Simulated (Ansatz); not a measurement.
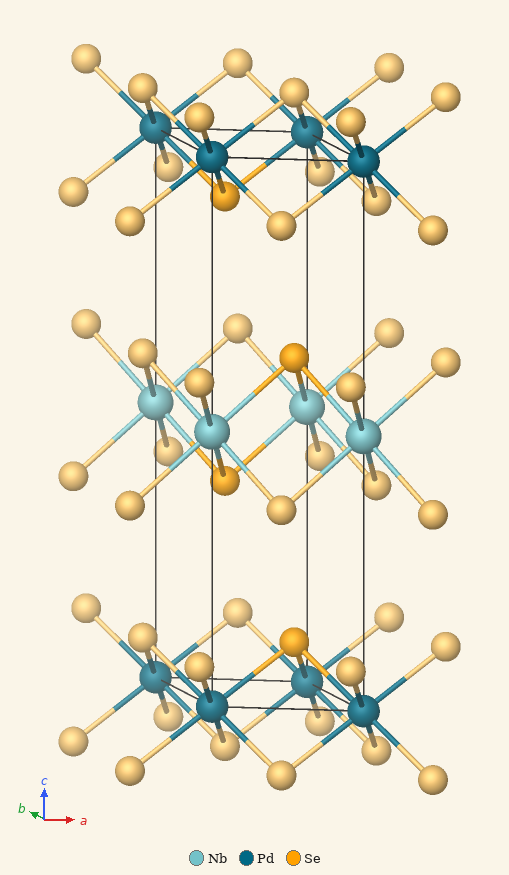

The crystal in a ball-and-stick representation, seen slightly off an axis. The parallelepiped is the simulation cell. Atoms just outside the outline that bond to atoms inside are added, in fainter colours.

```yaml
crystal:
  lattice:
    - [3.60735, 0.00000, 0.00000]
    - [-1.80368, 3.12406, 0.00000]
    - [0.00000, 0.00000, 13.23476]
  atoms:
    - { symbol: Nb, position: [0.00000, 0.00000, 0.50000] }
    - { symbol: Pd, position: [0.00000, 0.00000, 0.00000] }
    - { symbol: Se, position: [0.33333, 0.66667, 0.89518] }
    - { symbol: Se, position: [0.33333, 0.66667, 0.37786] }
    - { symbol: Se, position: [0.66667, 0.33333, 0.62214] }
    - { symbol: Se, position: [0.66667, 0.33333, 0.10482] }
```

Computed with DFT PBE, scalar-relativistic, plane waves, PAW (Ansatz 0.2.0). Settings: plane-wave cutoff 420 eV, a 12×12×4 grid in reciprocal space, Gaussian smearing of 0.1 eV, no spin polarisation.

List the Bader charges.

Nb +1.51 e; Pd +0.25 e; Se -0.76 to -0.12 e.

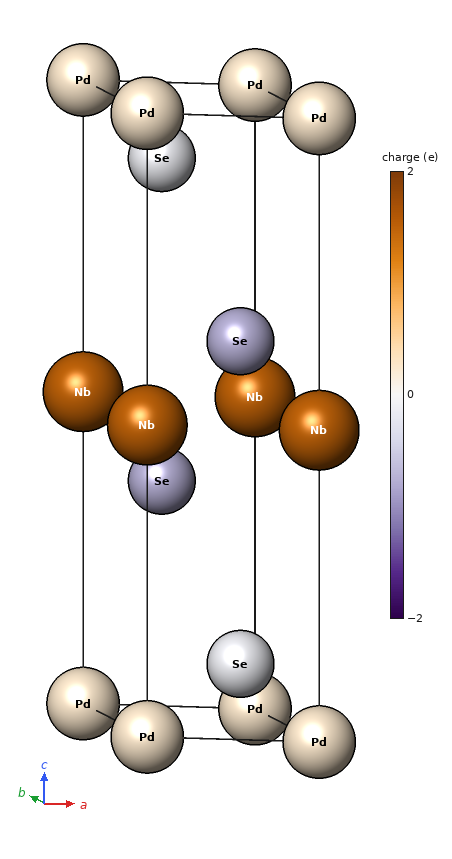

The atoms coloured by those charges.

Starting structure: a structure type filled with these elements by a generator (whether the compound takes this form wasn't checked). Earlier steps of the study, as a rule a relaxation of our own, may have changed the cell and positions, so they can lie some per cent off the listed ones. Ansatz was used for an electronic-structure calculation on it.
